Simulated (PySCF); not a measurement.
Ionisation energy of F⁺ ([He] 2s² 2p⁴ → [He] 2s² 2p³). PySCF, aug-cc-pVDZ-DK, spin-free X2C-1e, unrestricted single determinants, no spin-orbit coupling. Methods marked “valence” freeze 2 core electrons.

The results, method by method:

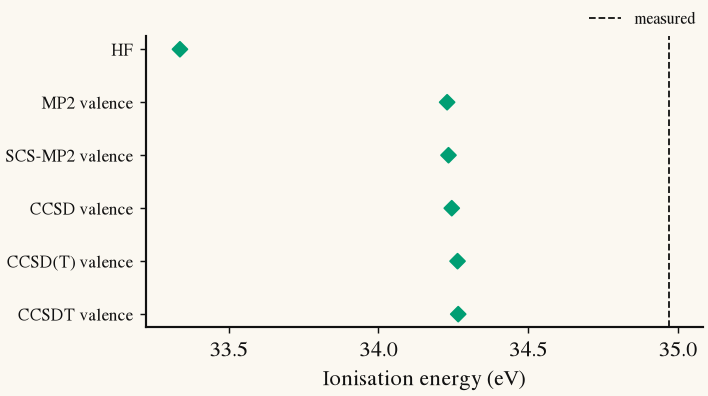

```json
{"Method": "HF", "Ionisation energy (eV)": "33.337"}
{"Method": "MP2 valence", "Ionisation energy (eV)": "34.230"}
{"Method": "SCS-MP2 valence", "Ionisation energy (eV)": "34.234"}
{"Method": "CCSD valence", "Ionisation energy (eV)": "34.245"}
{"Method": "CCSD(T) valence", "Ionisation energy (eV)": "34.265"}
{"Method": "CCSDT valence", "Ionisation energy (eV)": "34.267"}
```

The values run from 33.337 eV (HF) to 34.267 eV (CCSDT valence). The measured value is 34.971 eV; nearest to it come CCSDT valence (−0.704) and CCSD(T) valence (−0.706), furthest HF (−1.633 eV). These values lack spin-orbit coupling; with the first-order correction of +0.019 eV added, CCSDT valence comes nearest (−0.685).
